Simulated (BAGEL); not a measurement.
# HF/6-31G(d) (density fitting with qzvpp-jkfit, spherical functions) run of CH6BNS (SMILES CSBN)

What is the vertical ionisation energy of CH6BNS at HF/6-31G* (density fitting with qzvpp-jkfit, spherical functions)? 

The results are computed with BAGEL 1.2.2.

## (1) Starting point

CH6BNS: 10 atoms, total charge 0, spin state singlet. As SMILES, `CSBN`. The shape is that of a GFN2-xTB optimisation. This is one conformer, not always the lowest.

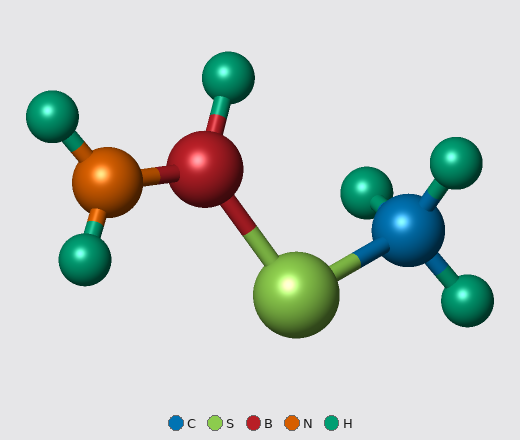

Viewed from a chosen angle; carbon blue, sulfur green, boron red, nitrogen orange, hydrogen teal.

## (2) The energy at HF/6-31G(d) (density fitting with qzvpp-jkfit, spherical functions)

Input file input.json:

```json
{ "bagel": [

{
  "title": "molecule",
  "basis": "6-31gs.json",
  "df_basis": "qzvpp-jkfit",
  "angstrom": true,
  "geometry": [
    { "atom": "C", "xyz": [      -1.839640,       0.604900,       0.006780 ] },
    { "atom": "S", "xyz": [      -0.349140,       0.373890,      -1.022440 ] },
    { "atom": "B", "xyz": [       0.807510,      -0.313750,       0.175930 ] },
    { "atom": "N", "xyz": [       2.092710,      -0.629520,      -0.229320 ] },
    { "atom": "H", "xyz": [      -1.624560,       1.311270,       0.802270 ] },
    { "atom": "H", "xyz": [      -2.147660,      -0.350330,       0.419680 ] },
    { "atom": "H", "xyz": [      -2.615630,       0.998800,      -0.640650 ] },
    { "atom": "H", "xyz": [       0.463640,      -0.486130,       1.280480 ] },
    { "atom": "H", "xyz": [       2.793200,      -1.016180,       0.378400 ] },
    { "atom": "H", "xyz": [       2.419570,      -0.492940,      -1.171130 ] }
  ]
},

{
  "title": "hf"
},

{
  "title": "print",
  "file": "orbitals.molden",
  "orbitals": true
}

]}
```

The basis set 6-31G* is read from a file made from the Basis Set Exchange's data (not shown).

Launch:

```bash
$ BAGEL_NUM_THREADS=1 BAGEL input.json > input.out
```

Output:

```text
* using 1 threads per process

  ===============================================================
  ===============================================================

  *** Geometry ***

  { "atom" : "C", "xyz" : [     -3.476416,      1.143095,      0.012812 ] },
  { "atom" : "S", "xyz" : [     -0.659779,      0.706550,     -1.932132 ] },
  { "atom" : "B", "xyz" : [      1.525973,     -0.592902,      0.332460 ] },
  { "atom" : "N", "xyz" : [      3.954649,     -1.189620,     -0.433352 ] },
  { "atom" : "H", "xyz" : [     -3.069973,      2.477941,      1.516071 ] },
  { "atom" : "H", "xyz" : [     -4.058489,     -0.662028,      0.793080 ] },
  { "atom" : "H", "xyz" : [     -4.942824,      1.887458,     -1.210653 ] },
  { "atom" : "H", "xyz" : [      0.876153,     -0.918653,      2.419757 ] },
  { "atom" : "H", "xyz" : [      5.278383,     -1.920302,      0.715072 ] },
  { "atom" : "H", "xyz" : [      4.572325,     -0.931522,     -2.213115 ] },

  Number of auxiliary basis functions:      463

  Since a DF basis is specified, we compute 2- and 3-index integrals:
    o Being stored without compression. Storage requirement is 0.019 GB

  Number of basis functions:       72
  Number of electrons      :       40

    * METHOD: MOLECULE                             0.18

  *** RHF ***

  === Nuclear Repulsion ===
   148.9639386478

      * DIIS with orbital gradients will be used.

  === RHF iteration (6-31gs.json) ===
      0       -517.90513076          0.02010448           0.04
      1       -518.03035790          0.01013901           0.04
      2       -518.06624116          0.00179706           0.04
      3       -518.06791722          0.00031778           0.04
      4       -518.06797709          0.00009167           0.04
      5       -518.06798671          0.00003173           0.04
      6       -518.06798790          0.00001244           0.04
      7       -518.06798808          0.00000330           0.04
      8       -518.06798810          0.00000080           0.04
      9       -518.06798810          0.00000035           0.04
     10       -518.06798810          0.00000010           0.04
     11       -518.06798810          0.00000003           0.04
     12       -518.06798810          0.00000001           0.04
     13       -518.06798810          0.00000000           0.04
    * SCF iteration converged.

    * Permanent dipole moment:
           (   -0.381712,     0.231763,    -0.425297) a.u.

    * METHOD: HF                                   0.66

    * METHOD: PRINT                                0.01

  ===============================================================
```

Run time: 1 s. Hardware: 1 thread of Arm Neoverse V2, shared host.

## (3) The doublet cation

Input file job.json:

```json
{ "bagel" : [

{
  "title" : "molecule",
  "basis" : "6-31gs.json",
  "df_basis" : "qzvpp-jkfit",
  "angstrom" : "true",
  "geometry" : [
    { "atom" : "C", "xyz" : [   -1.839640,    0.604900,    0.006780 ] },
    { "atom" : "S", "xyz" : [   -0.349140,    0.373890,   -1.022440 ] },
    { "atom" : "B", "xyz" : [    0.807510,   -0.313750,    0.175930 ] },
    { "atom" : "N", "xyz" : [    2.092710,   -0.629520,   -0.229320 ] },
    { "atom" : "H", "xyz" : [   -1.624560,    1.311270,    0.802270 ] },
    { "atom" : "H", "xyz" : [   -2.147660,   -0.350330,    0.419680 ] },
    { "atom" : "H", "xyz" : [   -2.615630,    0.998800,   -0.640650 ] },
    { "atom" : "H", "xyz" : [    0.463640,   -0.486130,    1.280480 ] },
    { "atom" : "H", "xyz" : [    2.793200,   -1.016180,    0.378400 ] },
    { "atom" : "H", "xyz" : [    2.419570,   -0.492940,   -1.171130 ] }
  ]
},
{
  "title" : "uhf",
  "charge" : 1,
  "nopen" : 1
},
{
  "title" : "print",
  "file" : "orbitals.molden",
  "orbitals" : "true"
}

]}
```

The basis set 6-31G* is read from a file made from the Basis Set Exchange's data (not shown).

Launch:

```bash
$ BAGEL_NUM_THREADS=1 BAGEL job.json > job.out
```

Output:

```text
* using 1 threads per process

  ===============================================================
  ===============================================================

  *** Geometry ***

  { "atom" : "C", "xyz" : [     -3.476416,      1.143095,      0.012812 ] },
  { "atom" : "S", "xyz" : [     -0.659779,      0.706550,     -1.932132 ] },
  { "atom" : "B", "xyz" : [      1.525973,     -0.592902,      0.332460 ] },
  { "atom" : "N", "xyz" : [      3.954649,     -1.189620,     -0.433352 ] },
  { "atom" : "H", "xyz" : [     -3.069973,      2.477941,      1.516071 ] },
  { "atom" : "H", "xyz" : [     -4.058489,     -0.662028,      0.793080 ] },
  { "atom" : "H", "xyz" : [     -4.942824,      1.887458,     -1.210653 ] },
  { "atom" : "H", "xyz" : [      0.876153,     -0.918653,      2.419757 ] },
  { "atom" : "H", "xyz" : [      5.278383,     -1.920302,      0.715072 ] },
  { "atom" : "H", "xyz" : [      4.572325,     -0.931522,     -2.213115 ] },

  Number of auxiliary basis functions:      463

  Since a DF basis is specified, we compute 2- and 3-index integrals:
    o Being stored without compression. Storage requirement is 0.019 GB

  Number of basis functions:       72
  Number of electrons      :       40

    * METHOD: MOLECULE                             0.18

  *** Open-shell HF ***

  === Nuclear Repulsion ===
   148.9639386478

      * DIIS with orbital gradients will be used.

  === UHF iteration (6-31gs.json) ===
      0       -517.58144514          0.04096193           0.08
      1       -517.71620655          0.02467738           0.08
      2       -517.75456300          0.01560434           0.08
      3       -517.77658926          0.00146039           0.08
      4       -517.77780074          0.00044662           0.08
      5       -517.77797670          0.00016416           0.08
      6       -517.77804872          0.00005249           0.08
      7       -517.77806632          0.00004637           0.08
      8       -517.77807456          0.00004182           0.08
      9       -517.77809025          0.00003999           0.08
     10       -517.77810838          0.00002833           0.08
     11       -517.77811689          0.00001169           0.08
     12       -517.77811704          0.00000405           0.08
     13       -517.77811762          0.00000178           0.08
     14       -517.77811767          0.00000080           0.08
     15       -517.77811769          0.00000043           0.08
     16       -517.77811770          0.00000020           0.08
     17       -517.77811770          0.00000008           0.08
     18       -517.77811770          0.00000005           0.08
     19       -517.77811770          0.00000003           0.08
     20       -517.77811770          0.00000001           0.08
     21       -517.77811770          0.00000001           0.08
    * SCF iteration converged.

    * S^2 (UHF) is 0.7866

    * Permanent dipole moment:
           (   -0.069973,     0.028762,    -0.034653) a.u.

    * METHOD: UHF                                  1.84

    * METHOD: PRINT                                0.01

  ===============================================================
```

Run time: 2.2 s. Hardware: 1 thread of Arm Neoverse V2, shared host.

## (4) Summary of results

At HF/6-31G* (density fitting with qzvpp-jkfit, spherical functions):

| quantity | value |
| --- | --- |
| singlet CH6BNS: total energy | -518.06799 Eh |
| singlet CH6BNS: dipole moment | 1.57 D |
| singlet CH6BNS: HOMO energy | -9.24 eV |
| singlet CH6BNS: LUMO energy | 4.78 eV |
| singlet CH6BNS: HOMO–LUMO gap | 14.03 eV |
| doublet cation: total energy | -517.77812 Eh |
| doublet cation: ⟨S²⟩ | 0.787 |
| vertical ionisation energy (to the doublet cation) | 7.888 eV |

In words: The vertical ionisation energy comes to 7.89 eV (182 kcal/mol). −ε(HOMO) before ionisation, 9.24 eV, is 1.36 eV above this ionisation energy.
